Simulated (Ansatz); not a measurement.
# Scan of one atom of the cell for Sn (beta-Sn type, space group I4_1/amd)

Starting cell, Sn (beta-Sn type, space group I4_1/amd):

```yaml
crystal:
  lattice:
    - [-2.91656, 2.91656, 1.57902]
    - [2.91656, -2.91656, 1.57902]
    - [2.91656, 2.91656, -1.57902]
  atoms:
    - { symbol: Sn, position: [0.75000, 0.25000, 0.50000] }
    - { symbol: Sn, position: [0.00000, 0.00000, 0.00000] }
```

In this cell atom 2 (Sn, nearest neighbour Sn at 3.022 Å; its periodic images, 3.2 Å or more away, move with it) is moved by s along Cartesian z, unit vector (0.000, 0.000, 1.000); all other atoms and the cell stay fixed.

Computed with PBEsol (plane waves to 420 eV, PAW, scalar-relativistic; Ansatz, a program for electronic structure). k mesh 13×13×13 (Γ-centred), Fermi-Dirac smearing 0.05 eV. Energies are smeared free energies. With partly filled bands, energies and forces of such displacements shift with the k mesh and the smearing. F∥ is the force on the atom along that direction. Sn was relaxed with its symmetry unable to fall. The PAW data are Ansatz's earlier set. ΔE is measured from the undisplaced structure.

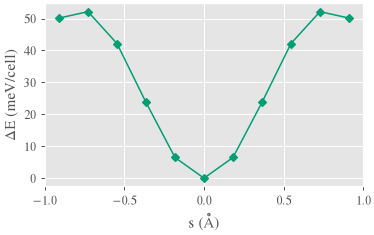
Fig. 1. ΔE (meV/cell) against s (Å); one marker a computed point.

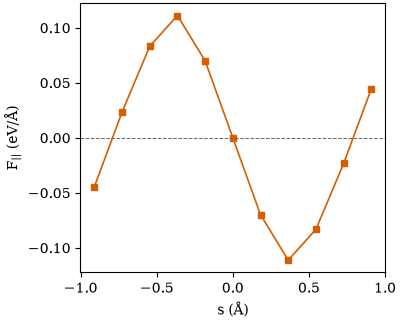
*F∥ (eV/Å) against s (Å); computed points joined by lines.*

The energy at s = 0.910 Å comes out as 50.1 meV/cell and the force constant k = d²E/ds² at s = 0 (finite differences) is 0.41 eV/Å². The force along the line at s = -0.910 Å comes out as -0.045 eV/Å and the zone-centre optical wavenumber from k is 43 cm⁻¹. Symmetry of the curve: even: the same for both signs.

The forces along the line at the two nearest points give (0.070 − (-0.070)) / (2·0.182) = 0.38 eV/Å²; the next pair corrects for the finite step.

(A displaced cell: forces are minus the slopes of the energy, force constants its curvatures, and phonons follow from these.)
